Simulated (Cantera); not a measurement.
Feed: 1 mol Ta(OEt)₅, 9.1 mol CO₂, equilibrated at 10.0 mbar.

Method: chemical equilibrium by Gibbs-energy minimisation in Cantera with the NASA 1993 tables (ideal gas, pure condensed phases). Candidate condensed phases: C, C₆H₆, C₇H₈, C₈H₁₈, H₂O, Ta, TaC, Ta₂O₅; 113 gas species. The feed counts by its element totals alone. Kinetics and transport are ignored.

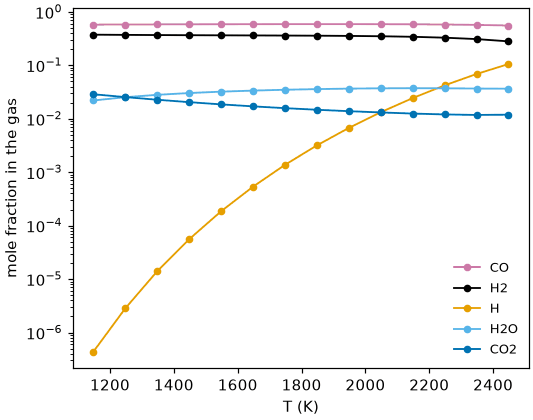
*Equilibrium gas composition (values under 1e-9 drawn at 1e-9)*

From 1148 K to 2048 K the condensed part is Ta₂O₅(s). From 2148 K to 2448 K the condensed part is Ta₂O₅(l).
